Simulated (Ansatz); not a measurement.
# SiN2H5 (SMILES N[SiH]N) at UB3LYP/def2-SVPD

Aim: the vertical electron affinity of SiN2H5 at UB3LYP/def2-SVPD, from 2 runs. 

The results are computed with Ansatz 0.2.0.

50 further runs of the same task are left out: 50 set aside as unsound or not needed.

### 1 The molecule

The species is SiN2H5 (8 atoms), meant as a doublet with charge 0. SMILES: `N[SiH]N`. Geometry: relaxed at PBE0-D4/def2-TZVP. This is one conformer, not always the lowest.

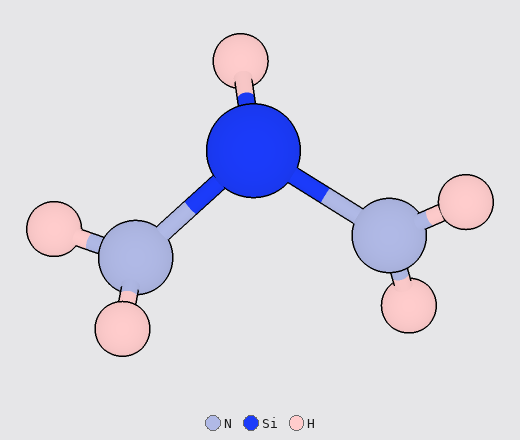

Viewed from a chosen angle; nitrogen light blue, silicon blue, hydrogen pink.

### 2 The energy at UB3LYP/def2-SVPD

input.yaml

```yaml
basis:
  gaussian: {orbitals: def2-SVPD}
crystal:
  periodic: [false, false, false]
  atoms:
    - {symbol: "N", position_ang: [-1.027000, 0.622100, -0.768300]}
    - {symbol: Si, position_ang: [0.527700, 0.579900, -0.050700]}
    - {symbol: "N", position_ang: [0.789500, -1.052600, 0.425100]}
    - {symbol: H, position_ang: [-1.817900, 0.144500, -0.364600]}
    - {symbol: H, position_ang: [-1.296600, 1.349400, -1.406800]}
    - {symbol: H, position_ang: [0.716400, 1.354100, 1.225100]}
    - {symbol: H, position_ang: [0.730800, -1.794000, -0.255200]}
    - {symbol: H, position_ang: [1.468900, -1.260500, 1.139500]}
hamiltonian: {xc: {name: B3LYP}}
accuracy: high
magnetization: {spin_polarized: true, initial_magnetization: 1}
output: {orbitals: {seedname: orbitals}}
```

Run with:

```sh
$ ansatz run input.yaml --threads 1 --pin off --max-ram 3480MiB --events-out events.jsonl --progress --plain --runs-dir runs
```

The program printed:

```text
Warning: RAYON_NUM_THREADS=1 ignored (pool sized by the plan → 1); use --threads N
Functional definition: B3LYP
  name "B3LYP"
  parameter a0 = 0.2
  parameter ax = 0.72
  parameter ac = 0.81
  exchange = (1 - a0 - ax)*slater_x + ax*b88_x + a0*exact_x
  correlation = (1 - ac)*vwn_rpa_c + ac*lyp_c
2133 factors; integrals over basis functions are off by at most 3.5e-9 eV
mean field evaluation 1: about -10924.1564 eV, gradient 5.3e1 eV
mean field evaluation 2: about -10899.4832 eV, gradient 8.6e1 eV
mean field evaluation 4: about -10935.2269 eV, gradient 4.8e0 eV
mean field evaluation 8: about -10935.4105 eV, gradient 7.6e-2 eV
mean field evaluation 16: about -10935.4105 eV, gradient 3.5e-5 eV
mean field -10935.41051452 eV, -401.8689241213 hartree, gradient 9.8e-8 eV, S^2 0.752030; 0 other end points of the search recorded, 0 dependent functions left out
reference -10935.41055480 eV, -401.8689256013 hartree; 17, 16 occupied and 87, 88 virtual orbitals, 2133 factors
Total energy: -10935.41055480 eV, -401.8689256013 hartree
```

Wall time 11 s (1 thread of Arm Neoverse V2, shared host); peak memory 0.44 GiB.

### 3 The singlet anion at the same level

job.yaml

```yaml
crystal:
  periodic: [false, false, false]
  atoms:
    - {symbol: N, position_ang: [-1.027000, 0.622100, -0.768300]}
    - {symbol: Si, position_ang: [0.527700, 0.579900, -0.050700]}
    - {symbol: N, position_ang: [0.789500, -1.052600, 0.425100]}
    - {symbol: H, position_ang: [-1.817900, 0.144500, -0.364600]}
    - {symbol: H, position_ang: [-1.296600, 1.349400, -1.406800]}
    - {symbol: H, position_ang: [0.716400, 1.354100, 1.225100]}
    - {symbol: H, position_ang: [0.730800, -1.794000, -0.255200]}
    - {symbol: H, position_ang: [1.468900, -1.260500, 1.139500]}
basis:
  gaussian: {orbitals: def2-SVPD}
output: {orbitals: {seedname: orbitals}}
total_charge: -1
hamiltonian: {xc: {name: B3LYP}}
accuracy: high
```

Run with:

```sh
$ ansatz run job.yaml --threads 1 --pin off --max-ram 3480MiB --events-out events.jsonl --progress --plain --runs-dir runs
```

The program printed (excerpt; [...] marks lines left out):

```text
Warning: RAYON_NUM_THREADS=1 ignored (pool sized by the plan → 1); use --threads N
[... 7 set-up lines as earlier in the session ...]
2134 factors; integrals over basis functions are off by at most 3.6e-9 eV
mean field evaluation 1: about -10931.5535 eV, gradient 4.1e1 eV
mean field evaluation 2: about -10925.6620 eV, gradient 6.5e1 eV
mean field evaluation 4: about -10935.1159 eV, gradient 1.8e0 eV
mean field evaluation 8: about -10935.2130 eV, gradient 2.0e-1 eV
mean field evaluation 16: about -10935.2131 eV, gradient 3.5e-5 eV
mean field -10935.21308453 eV, -401.8616687029 hartree, gradient 4.6e-8 eV, S^2 0.000000; 0 other end points of the search recorded, 0 dependent functions left out
reference -10935.21312180 eV, -401.8616700726 hartree; 17, 17 occupied and 87, 87 virtual orbitals, 2134 factors
Total energy: -10935.21312180 eV, -401.8616700726 hartree
```

It took 7.8 s on 1 thread of Arm Neoverse V2, shared host; peak memory 0.34 GiB.

### 4 Summary of results

Level: UB3LYP/def2-SVPD.

```
                                                            quantity          value
                                        doublet SiN2H5: total energy  -401.86893 Eh
                  doublet SiN2H5: HOMO energy (highest over α and β)       -4.79 eV
                   doublet SiN2H5: LUMO energy (lowest over α and β)       -1.81 eV
                                                doublet SiN2H5: ⟨S²⟩          0.752
                                         singlet anion: total energy  -401.86167 Eh
                                          singlet anion: HOMO energy        2.11 eV
                                          singlet anion: LUMO energy        4.54 eV
singlet anion: HOMO–LUMO gap (to an unbound level, set by the basis)        2.43 eV
                   vertical electron affinity (to the singlet anion)      -0.197 eV
```

The anion lies 0.20 eV (4.6 kcal/mol) above the neutral: the electron isn't bound at this level, and such a value depends on the basis. The HOMO (singlet anion) lies at positive energy, 2.11 eV; only total energies tell whether the electron is bound.
